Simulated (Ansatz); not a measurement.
CH5FNSi (SMILES C[Si](N)F) (doublet)

```xyz
9

C     0.7424   -0.7205    1.7924
F     3.0342   -2.2720    0.9324
N     2.8627    0.2630    0.0022
Si    1.9220   -1.1797    0.3685
H     0.1214   -1.5867    2.0937
H     0.0628    0.1006    1.4848
H     1.3393   -0.3824    2.6655
H     3.6926    0.1605   -0.5933
H     2.3449    1.1029   -0.2823
```

Geometry: BLYP-D3(BJ)/def2-SVP.

Method: isolated molecule in a Gaussian basis; Kohn-Sham density functional theory, functional PBE0 in Ansatz 0.2.0.

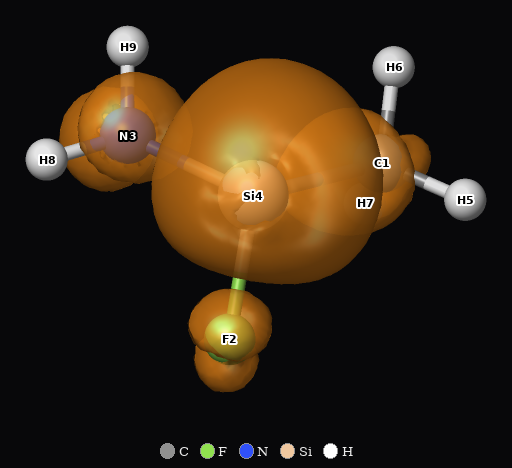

Figure 1. Isosurfaces of the spin density at +0.02 (orange) and −0.02 e/Å³ (purple), seen at a tilt.

### Where is the unpaired spin?

The unpaired spin (1 electron) lies mostly on Si4 (about 0.7), N3 (about 0.1) and C1 (about 0.1), in electrons by Hirshfeld's partition.

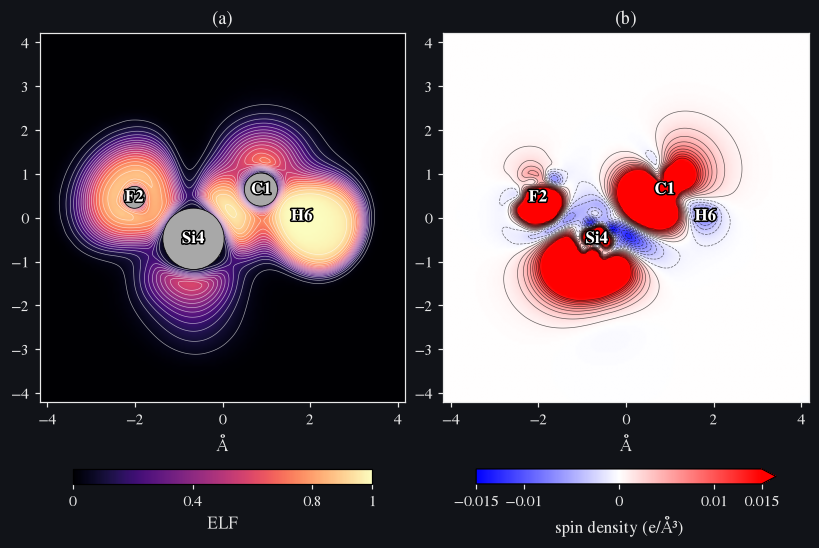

Figure 2. (a) ELF; (b) spin density on the plane of atoms Si4, C1 and H6. Grey discs cover the atomic cores in the ELF map.

### Describe what can be read from this map.

- The plane passes through C, F, Si and H nuclei.
- Si–F (1.66 Å): the ELF peaks at about 0.85 in the valence shell of F, 0.6 Å from its nucleus, and is about 0.55 at the midpoint.
- C–Si (1.91 Å): the ELF peaks at about 0.95 between the atoms: a shared electron pair.
- C–H (1.11 Å): the ELF climbs to about 1 towards the hydrogen, as it does in any bond to H (an ordinary covalent bond to hydrogen).
- The ELF also peaks beside F2, away from the bonds: non-bonding electrons, paired or unpaired.

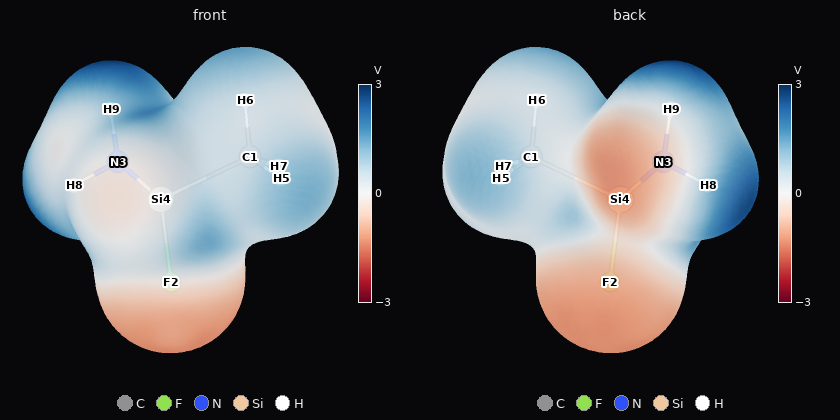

Figure 3. The electrostatic potential painted on the density surface at 0.004 e/bohr³, seen from the front and from behind; red is negative and blue positive.

### Which sites attract a positive test charge, and which a negative one?

A positive charge is drawn to the negative regions and a negative charge to the positive ones. The most negative region (about −1.4 V, or −32 kcal/mol for a unit charge) lies over F2 and N3, the most positive (about +2.8 V, or +65 kcal/mol for a unit charge) over H9.

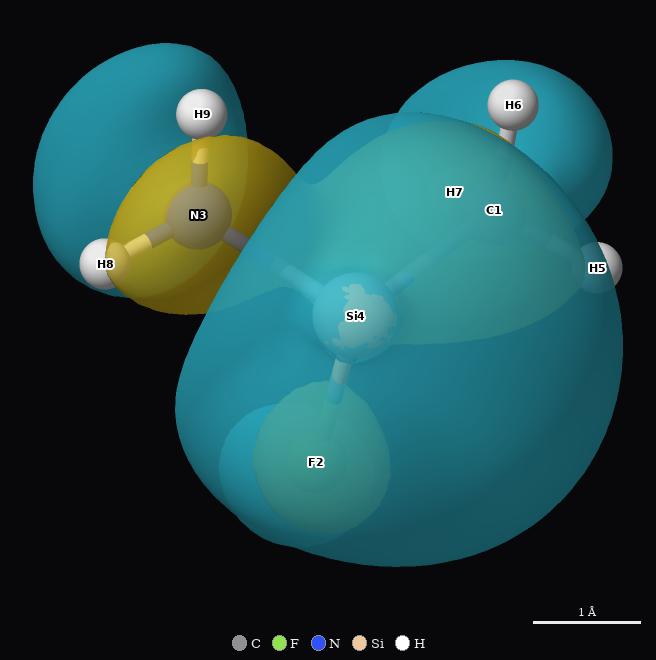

Figure 4. The LUMO (β) at ±0.05 Å⁻³ᐟ² (yellow and cyan are the two phases), seen at a tilt.

### Where does this orbital lie, and at what energy?

Its weight (Hirshfeld) is mainly on Si4 (about 65 %), N3 (about 10 %) and C1 (about 10 %). Its energy is −2.05 eV.
